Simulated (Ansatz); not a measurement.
**B atom: energies up the ladder**

Aim: energies up the ladder, for B atom, with the cost of each level. Spin multiplicity 2.

Method: the levels named in each step, in Ansatz 0.2.0.

### Step 1. The structure to begin with

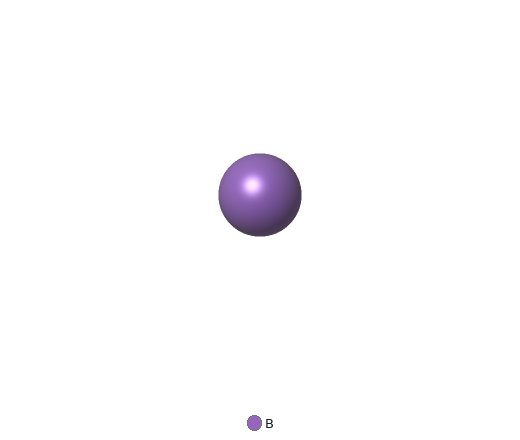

The starting structure, seen from a chosen angle (boron purple).

As a file:

```xyz
1

B     0.0000    0.0000    0.0000
```

### Step 2. Single point, PBE0/def2-TZVPPD

Input file input.yaml:

```yaml
crystal:
  periodic: [false, false, false]
  atoms:
    - { symbol: B, position_ang: [0.0, 0.0, 0.0] }
magnetization:
  spin_polarized: true
  initial_magnetization: 1
basis:
  gaussian: { orbitals: def2-TZVPPD.json }
hamiltonian:
  xc: pbe0
```

Started as:

```console
> ansatz run input.yaml --threads 1 --pin off --max-ram 2560MiB --backend cpu --events-out ev --progress --plain --runs-dir out
```

Standard output:

```text
Warning: RAYON_NUM_THREADS=1 ignored (pool sized by the plan → 1); use --threads N
Engine: ansatz 0.2.0, aarch64-unknown-linux-gnu
Functional definition: PBE0
  parameter a = 0.25
  parameter kappa = 0.804
  parameter beta = 0.06672455060314922
  exchange = (1 - a)*pbe_x(kappa = kappa, mu = beta*pi^2/3) + a*exact_x
  correlation = pbe_c(beta = beta)
165 factors; their error is unknown
mean field evaluation 1: about -669.8250 eV, gradient 2.9e0 eV
mean field evaluation 2: about -669.8954 eV, gradient 6.5e-1 eV
mean field evaluation 4: about -669.8998 eV, gradient 1.0e-2 eV
mean field evaluation 8: about -669.8987 eV, gradient 7.3e-4 eV
mean field -669.89873533 eV, -24.6183244498 hartree, gradient 5.3e-6 eV, S^2 0.754328; 0 other end points of the search recorded, 0 dependent functions left out
reference -669.89875753 eV, -24.6183252655 hartree; 3, 2 occupied and 34, 35 virtual orbitals, 165 factors
Total energy: -669.89875753 eV, -24.6183252655 hartree
```

Run time: 0.22 s. Hardware: 1 thread of Arm Neoverse V2, shared host; peak memory 0.064 GiB.

### Step 3. Single point, PBE/def2-TZVPPD

input.yaml: that of step 2 with these lines changed.

```diff
@@ -10,2 +10,2 @@
 hamiltonian:
-  xc: pbe0
+  xc: pbe
```

Started as:

```console
> ansatz run input.yaml --threads 1 --pin off --max-ram 2560MiB --backend cpu --events-out ev --progress --plain --runs-dir out
```

Standard output:

```text
Warning: RAYON_NUM_THREADS=1 ignored (pool sized by the plan → 1); use --threads N
Engine: ansatz 0.2.0, aarch64-unknown-linux-gnu
Functional definition: PBE
  parameter kappa = 0.804
  parameter beta = 0.06672455060314922
  exchange = pbe_x(kappa = kappa, mu = beta*pi^2/3)
  correlation = pbe_c(beta = beta)
165 factors; their error is unknown
mean field evaluation 1: about -669.5633 eV, gradient 3.5e0 eV
mean field evaluation 2: about -669.6533 eV, gradient 1.6e0 eV
mean field evaluation 4: about -669.6781 eV, gradient 1.9e-2 eV
mean field evaluation 8: about -669.6762 eV, gradient 6.5e-4 eV
mean field evaluation 16: about -669.6762 eV, gradient 7.6e-4 eV
mean field evaluation 32: about -669.6762 eV, gradient 1.3e-5 eV
mean field -669.67622282 eV, -24.6101472659 hartree, gradient 2.2e-5 eV, S^2 0.753314; 2 other end points of the search recorded, 0 dependent functions left out
reference -669.67625200 eV, -24.6101483380 hartree; 3, 2 occupied and 34, 35 virtual orbitals, 165 factors
Total energy: -669.67625200 eV, -24.6101483380 hartree
```

It took 0.44 s on 1 thread of Arm Neoverse V2, shared host; peak memory 0.064 GiB.

### Step 4. Single point, r2SCAN/def2-TZVPPD

input.yaml: that of step 3 with these lines changed.

```diff
@@ -10,2 +10,2 @@
 hamiltonian:
-  xc: pbe
+  xc: r2scan
```

Started as:

```console
> ansatz run input.yaml --threads 1 --pin off --max-ram 2560MiB --backend cpu --events-out ev --progress --plain --runs-dir out
```

Standard output:

```text
Warning: RAYON_NUM_THREADS=1 ignored (pool sized by the plan → 1); use --threads N
Engine: ansatz 0.2.0, aarch64-unknown-linux-gnu
Functional definition: r2SCAN
  parameter k0 = 0.174
  parameter k1 = 0.065
  parameter a1 = 4.9479
  exchange = r2scan_x(k0 = k0, k1 = k1, a1 = a1)
  correlation = r2scan_c
165 factors; their error is unknown
mean field evaluation 1: about -670.2995 eV, gradient 3.6e0 eV
mean field evaluation 2: about -670.3966 eV, gradient 9.0e-1 eV
mean field evaluation 4: about -670.4039 eV, gradient 1.6e-2 eV
mean field evaluation 8: about -670.4020 eV, gradient 1.5e-3 eV
mean field evaluation 16: about -670.4111 eV, gradient 7.5e-4 eV
mean field evaluation 32: about -668.7304 eV, gradient 6.7e0 eV
mean field evaluation 64: about -670.1316 eV, gradient 1.9e0 eV
mean field -670.40200337 eV, -24.6368192091 hartree, gradient 2.2e-5 eV, S^2 0.757781; 11 other end points of the search recorded, 0 dependent functions left out
reference -670.40201614 eV, -24.6368196784 hartree; 3, 2 occupied and 34, 35 virtual orbitals, 165 factors
Total energy: -670.40201614 eV, -24.6368196784 hartree
```

Wall time 1.7 s (1 thread of Arm Neoverse V2, shared host); peak memory 0.075 GiB.

### Step 5. Single point, B3LYP/def2-TZVPPD

input.yaml: that of step 4 with these lines changed.

```diff
@@ -10,2 +10,2 @@
 hamiltonian:
-  xc: r2scan
+  xc: { name: B3LYP }
```

Started as:

```console
> ansatz run input.yaml --threads 1 --pin off --max-ram 2560MiB --backend cpu --events-out ev --progress --plain --runs-dir out
```

Standard output:

```text
Warning: RAYON_NUM_THREADS=1 ignored (pool sized by the plan → 1); use --threads N
Engine: ansatz 0.2.0, aarch64-unknown-linux-gnu
Functional definition: B3LYP
  parameter a0 = 0.2
  parameter ax = 0.72
  parameter ac = 0.81
  exchange = (1 - a0 - ax)*slater_x + ax*b88_x + a0*exact_x
  correlation = (1 - ac)*vwn_rpa_c + ac*lyp_c
165 factors; their error is unknown
mean field evaluation 1: about -671.0655 eV, gradient 3.0e0 eV
mean field evaluation 2: about -671.1360 eV, gradient 8.2e-1 eV
mean field evaluation 4: about -671.1419 eV, gradient 1.0e-2 eV
mean field evaluation 8: about -671.1406 eV, gradient 6.3e-4 eV
mean field -671.14056580 eV, -24.6639608778 hartree, gradient 1.6e-5 eV, S^2 0.753573; 0 other end points of the search recorded, 0 dependent functions left out
reference -671.14071960 eV, -24.6639665298 hartree; 3, 2 occupied and 34, 35 virtual orbitals, 165 factors
Total energy: -671.14071960 eV, -24.6639665298 hartree
```

It took 0.27 s on 1 thread of Arm Neoverse V2, shared host; peak memory 0.065 GiB.

### Step 6. Single point, wB97M-V/def2-TZVPPD

input.yaml: that of step 5 with these lines changed.

```diff
@@ -10,2 +10,2 @@
 hamiltonian:
-  xc: { name: B3LYP }
+  xc: { name: wB97M-V }
```

Started as:

```console
> ansatz run input.yaml --threads 1 --pin off --max-ram 2560MiB --backend cpu --events-out ev --progress --plain --runs-dir out
```

Standard output, cut to the lines that bear on the results:

```text
Warning: RAYON_NUM_THREADS=1 ignored (pool sized by the plan → 1); use --threads N
[...]
Functional definition: wB97M-V
[...]
  gx(w, u) = 1 - cx + cx01*u + cx10*w
  gss(w, u) = css00 + css04*u^4 + css10*w + css20*w^2 + css43*w^4*u^3
  gos(w, u) = cos00 + cos10*w + (cos20 + cos21*u)*w^2 + (cos60 + cos61*u)*w^6
[...]
      + integral(e_c_pw_mod_opposite_spin*gos(b97_w_opposite, b97_u_opposite)) + vv10(b, c)
165 factors; their error is unknown
61 factors; integrals over basis functions are off by at most 4.9e-5 eV
[...]
mean field -670.75182979 eV, -24.6496750929 hartree, gradient 1.4e-5 eV, S^2 0.750978; 0 other end points of the search recorded, 0 dependent functions left out
reference -670.75185907 eV, -24.6496761687 hartree; 3, 2 occupied and 34, 35 virtual orbitals, 165 factors
Total energy: -670.75185907 eV, -24.6496761687 hartree
```

It took 0.75 s on 1 thread of Arm Neoverse V2, shared host; peak memory 0.09 GiB.

### Step 7. Single point, B2PLYP/def2-TZVPPD

input.yaml: that of step 6 with these lines changed.

```diff
@@ -10,2 +10,2 @@
 hamiltonian:
-  xc: { name: wB97M-V }
+  xc: { name: B2PLYP }
```

Started as:

```console
> ansatz run input.yaml --threads 1 --pin off --max-ram 2560MiB --backend cpu --events-out ev --progress --plain --runs-dir out
```

Standard output:

```text
Warning: RAYON_NUM_THREADS=1 ignored (pool sized by the plan → 1); use --threads N
Engine: ansatz 0.2.0, aarch64-unknown-linux-gnu
Functional definition: B2PLYP
  parameter a = 0.53
  parameter c = 0.27
  exchange = (1 - a)*b88_x + a*exact_x
  correlation = (1 - c)*lyp_c + c*(mp2_os + mp2_ss)
223 factors; integrals over basis functions are off by at most 1.4e-4 eV
mean field evaluation 1: about -669.8104 eV, gradient 3.1e0 eV
mean field evaluation 2: about -669.8103 eV, gradient 3.1e0 eV
mean field evaluation 4: about -669.9462 eV, gradient 7.9e-2 eV
mean field evaluation 8: about -669.9463 eV, gradient 3.7e-3 eV
mean field -669.94628396 eV, -24.6200718298 hartree, gradient 2.4e-6 eV, S^2 0.755888; 0 other end points of the search recorded, 0 dependent functions left out
1 core orbitals not correlated: weight in the atoms' cores, before any rotation towards them, 1.000 or more for the frozen orbitals, at most 0.000 for the correlated occupied ones
reference -669.94638166 eV, -24.6200754201 hartree; 2, 1 occupied and 34, 35 virtual orbitals, 223 factors
second order -1.55685831 eV of doubles, -0.00000000 eV of singles
Total energy: -670.36673340 eV, -24.6355230617 hartree
```

Run time: 0.3 s. Hardware: 1 thread of Arm Neoverse V2, shared host; peak memory 0.067 GiB.

### Step 8. Single point, LDA/def2-TZVPPD

input.yaml: that of step 7 with these lines changed.

```diff
@@ -10,2 +10,2 @@
 hamiltonian:
-  xc: { name: B2PLYP }
+  xc: lda
```

Started as:

```console
> ansatz run input.yaml --threads 1 --pin off --max-ram 2560MiB --backend cpu --events-out ev --progress --plain --runs-dir out
```

Standard output:

```text
Warning: RAYON_NUM_THREADS=1 ignored (pool sized by the plan → 1); use --threads N
Engine: ansatz 0.2.0, aarch64-unknown-linux-gnu
Functional definition: SPW92
  exchange = slater_x
  correlation = pw_c
165 factors; their error is unknown
mean field evaluation 1: about -662.5874 eV, gradient 3.1e0 eV
mean field evaluation 2: about -662.6514 eV, gradient 1.6e0 eV
mean field evaluation 4: about -662.6745 eV, gradient 1.4e-2 eV
mean field evaluation 8: about -662.6727 eV, gradient 6.0e-4 eV
mean field evaluation 16: about -662.6727 eV, gradient 1.0e-3 eV
mean field -662.67270558 eV, -24.3527727545 hartree, gradient 2.2e-5 eV, S^2 0.751723; 2 other end points of the search recorded, 0 dependent functions left out
reference -662.67272995 eV, -24.3527736500 hartree; 3, 2 occupied and 34, 35 virtual orbitals, 165 factors
Total energy: -662.67272995 eV, -24.3527736500 hartree
```

Wall time 0.21 s (1 thread of Arm Neoverse V2, shared host); peak memory 0.062 GiB.

### Step 9. Single point, PBE0/def2-SVPD

input.yaml: that of step 8 with these lines changed.

```diff
@@ -8,4 +8,4 @@
 basis:
-  gaussian: { orbitals: def2-TZVPPD.json }
+  gaussian: { orbitals: def2-SVPD }
 hamiltonian:
-  xc: lda
+  xc: pbe0
```

Started as:

```console
> ansatz run input.yaml --threads 1 --pin off --max-ram 2560MiB --backend cpu --events-out ev --progress --plain --runs-dir out
```

Standard output:

```text
Warning: RAYON_NUM_THREADS=1 ignored (pool sized by the plan → 1); use --threads N
Engine: ansatz 0.2.0, aarch64-unknown-linux-gnu
Functional definition: PBE0
  parameter a = 0.25
  parameter kappa = 0.804
  parameter beta = 0.06672455060314922
  exchange = (1 - a)*pbe_x(kappa = kappa, mu = beta*pi^2/3) + a*exact_x
  correlation = pbe_c(beta = beta)
139 factors; their error is unknown
mean field evaluation 1: about -669.0672 eV, gradient 2.4e0 eV
mean field evaluation 2: about -669.1254 eV, gradient 5.0e-1 eV
mean field evaluation 4: about -669.1251 eV, gradient 8.1e-2 eV
mean field evaluation 8: about -669.1252 eV, gradient 2.6e-5 eV
mean field -669.12517151 eV, -24.5898965037 hartree, gradient 2.6e-5 eV, S^2 0.753850; 0 other end points of the search recorded, 0 dependent functions left out
reference -669.12519014 eV, -24.5898971882 hartree; 3, 2 occupied and 17, 18 virtual orbitals, 139 factors
Total energy: -669.12519014 eV, -24.5898971882 hartree
```

It took 0.15 s on 1 thread of Arm Neoverse V2, shared host; peak memory 0.062 GiB.

### Step 10. Single point, PBE/def2-SVPD

input.yaml: that of step 9 with these lines changed.

```diff
@@ -10,2 +10,2 @@
 hamiltonian:
-  xc: pbe0
+  xc: pbe
```

Started as:

```console
> ansatz run input.yaml --threads 1 --pin off --max-ram 2560MiB --backend cpu --events-out ev --progress --plain --runs-dir out
```

Standard output:

```text
Warning: RAYON_NUM_THREADS=1 ignored (pool sized by the plan → 1); use --threads N
Engine: ansatz 0.2.0, aarch64-unknown-linux-gnu
Functional definition: PBE
  parameter kappa = 0.804
  parameter beta = 0.06672455060314922
  exchange = pbe_x(kappa = kappa, mu = beta*pi^2/3)
  correlation = pbe_c(beta = beta)
139 factors; their error is unknown
mean field evaluation 1: about -668.8443 eV, gradient 2.8e0 eV
mean field evaluation 2: about -668.9106 eV, gradient 9.2e-1 eV
mean field evaluation 4: about -668.9208 eV, gradient 2.2e-3 eV
mean field evaluation 8: about -668.9155 eV, gradient 9.0e-5 eV
mean field evaluation 16: about -668.9155 eV, gradient 1.1e-4 eV
mean field evaluation 32: about -668.9155 eV, gradient 3.9e-6 eV
mean field -668.91548532 eV, -24.5821906785 hartree, gradient 1.3e-6 eV, S^2 0.752994; 2 other end points of the search recorded, 0 dependent functions left out
reference -668.91551228 eV, -24.5821916690 hartree; 3, 2 occupied and 17, 18 virtual orbitals, 139 factors
Total energy: -668.91551228 eV, -24.5821916690 hartree
```

Run time: 0.29 s. Hardware: 1 thread of Arm Neoverse V2, shared host; peak memory 0.062 GiB.

### Step 11. Single point, CCSD(T)/def2-TZVPPD

input.yaml: that of step 10 with these lines changed.

```diff
@@ -8,4 +8,6 @@
 basis:
-  gaussian: { orbitals: def2-SVPD }
-hamiltonian:
-  xc: pbe
+  gaussian: { orbitals: def2-TZVPPD.json }
+correlation:
+  method: ccsd_t
+scf:
+  omitted_lower_state_checks: [cluster_reference]
```

Started as:

```console
> ansatz run input.yaml --threads 1 --pin off --max-ram 2560MiB --backend cpu --events-out ev --progress --plain --runs-dir out
```

Standard output, cut to the lines that bear on the results:

```text
Warning: RAYON_NUM_THREADS=1 ignored (pool sized by the plan → 1); use --threads N
[...]
Functional definition: HF
[...]
223 factors; integrals over basis functions are off by at most 1.4e-4 eV
[...]
mean field -667.56014428 eV, -24.5323828136 hartree, gradient 1.9e-6 eV, S^2 0.761244; 5 other end points of the search recorded, 0 dependent functions left out
1 core orbitals not correlated: weight in the atoms' cores, before any rotation towards them, 1.000 or more for the frozen orbitals, at most 0.000 for the correlated occupied ones
reference -667.56014428 eV, -24.5323828136 hartree; 2, 1 occupied and 34, 35 virtual orbitals, 223 factors
second order -1.18558487 eV of doubles, -0.00000000 eV of singles
cycle   1  -1.50552605 eV  change   -3.2e-1 eV  update   6.1e-2
[...]
cycle  10  -1.75051892 eV  change    1.2e-6 eV  update   3.3e-7
perturbative correction -0.03612064 eV, -0.0013274091 hartree
Total energy: -669.34678383 eV, -24.5980406063 hartree
Checks for a lower state left out: cluster_reference
```

It took 0.27 s on 1 thread of Arm Neoverse V2, shared host; peak memory 0.083 GiB.

### Step 12. Single point, CCSD(T)/def2-QZVPPD

input.yaml: that of step 11 with these lines changed.

```diff
@@ -8,3 +8,3 @@
 basis:
-  gaussian: { orbitals: def2-TZVPPD.json }
+  gaussian: { orbitals: def2-QZVPPD.json }
 correlation:
```

Started as:

```console
> ansatz run input.yaml --threads 1 --pin off --max-ram 2560MiB --backend cpu --events-out ev --progress --plain --runs-dir out
```

Standard output, cut to the lines that bear on the results:

```text
Warning: RAYON_NUM_THREADS=1 ignored (pool sized by the plan → 1); use --threads N
[...]
Functional definition: HF
[...]
371 factors; integrals over basis functions are off by at most 2.1e-4 eV
[...]
mean field -667.57963856 eV, -24.5330992155 hartree, gradient 4.1e-6 eV, S^2 0.761319; 5 other end points of the search recorded, 0 dependent functions left out
1 core orbitals not correlated: weight in the atoms' cores, before any rotation towards them, 1.000 or more for the frozen orbitals, at most 0.000 for the correlated occupied ones
reference -667.57963856 eV, -24.5330992155 hartree; 2, 1 occupied and 60, 61 virtual orbitals, 371 factors
second order -1.27102165 eV of doubles, -0.00000000 eV of singles
cycle   1  -1.56154848 eV  change   -2.9e-1 eV  update   5.9e-2
[...]
cycle  10  -1.80158715 eV  change    7.5e-7 eV  update   3.4e-7
perturbative correction -0.03941133 eV, -0.0014483396 hartree
Total energy: -669.42063705 eV, -24.6007546618 hartree
Checks for a lower state left out: cluster_reference
```

Run time: 0.83 s. Hardware: 1 thread of Arm Neoverse V2, shared host; peak memory 0.17 GiB.

### Step 13. Extrapolation to the basis-set limit

CCSD(T)/CBS estimate, frozen core: CCSD(T) correlation extrapolated, from def2-TZVPPD and def2-QZVPPD: mean field -667.5823 eV, total -669.4636 eV. The exponents are 7.88 (mean field) and 2.97 (correlation).

### Step 14. Total energies

| level | energy (eV) | CPU time |
| --- | --- | --- |
| PBE0/def2-TZVPPD | -669.8988 | 0.21 s |
| PBE/def2-TZVPPD | -669.6763 | 0.43 s |
| r2SCAN/def2-TZVPPD | -670.4020 | 1.7 s |
| B3LYP/def2-TZVPPD | -671.1407 | 0.27 s |
| wB97M-V/def2-TZVPPD | -670.7519 | 0.74 s |
| B2PLYP/def2-TZVPPD | -670.3667 | 0.29 s |
| LDA/def2-TZVPPD | -662.6727 | 0.2 s |
| PBE0/def2-SVPD | -669.1252 | 0.14 s |
| PBE/def2-SVPD | -668.9155 | 0.28 s |
| CCSD(T)/def2-TZVPPD | -669.3468 | 0.26 s |
| CCSD(T)/def2-QZVPPD | -669.4206 | 0.81 s |
| CCSD(T)/CBS | -669.4636 | - |

### Step 15. Results

| quantity | value |
| --- | --- |
| energy at CCSD(T)/CBS | -669.464 eV |

In words: These totals serve in differences with atoms or fragments at the same level; alone they don't rank the methods.
